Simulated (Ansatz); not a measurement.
**Abstraction of F: C2HF3Si + GeH3 → C2HF2Si + GeH3F**

Gas-phase species: C2HF3Si `C#C[Si](F)(F)F`, singlet; GeH3 `[GeH3]`, doublet; C2HF2Si `C#C[Si](F)F`, doublet; GeH3F (fluorogermane) `[F][GeH3]`, singlet. A radical takes F: the energy is the difference in strength between the Si–F bond broken and the Ge–F bond made.

Shapes, held fixed at every level: PBE0-D4/def2-TZVP. Programs: Ansatz 0.2.0. The zero-point and thermal change to 298 K, harmonic and unscaled (PBE0-D4/def2-TZVP), is +1.8 kJ/mol.

```
              level                    kind  ΔH(298 K) (kJ/mol)  less CCSD(T)/def2-TZVPP
        HF/def2-SVP            Hartree–Fock              +146.1                    -13.9
B3LYP-D4/def2-TZVPP           global hybrid              +149.6                    -10.4
BHLYP-D4/def2-TZVPP           global hybrid              +160.5                     +0.5
 wB97X-V/def2-TZVPP  range-separated hybrid              +149.3                    -10.7
  B2PLYP/def2-TZVPP           double hybrid              +152.0                     -8.0
   CCSD(T)/def2-SVP   coupled cluster or CI              +147.9                    -12.1
    CCSD/def2-TZVPP   coupled cluster or CI              +162.4                     +2.4
 CCSD(T)/def2-TZVPP   coupled cluster or CI              +160.0                      0.0
```

The highest level, CCSD(T)/def2-TZVPP, gives ΔH(298 K) = +160.0 kJ/mol; the levels span +146.1 to +162.4. The column of differences is taken from that level and isn't an error. No measured value is set beside it here. Open shells run unrestricted. Relativity is left out for Ge. Outer-core shells of Ge are correlated, in sets that cover them unevenly.

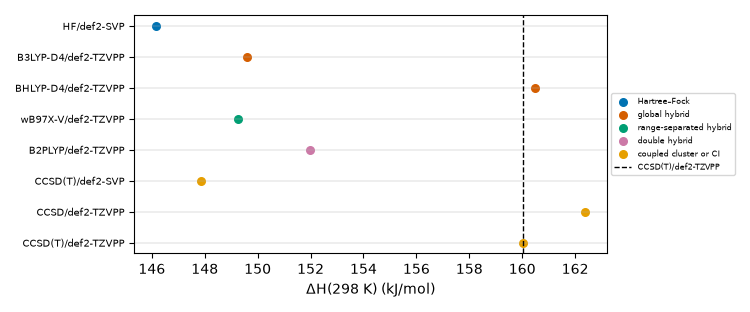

The values of the table, level by level.
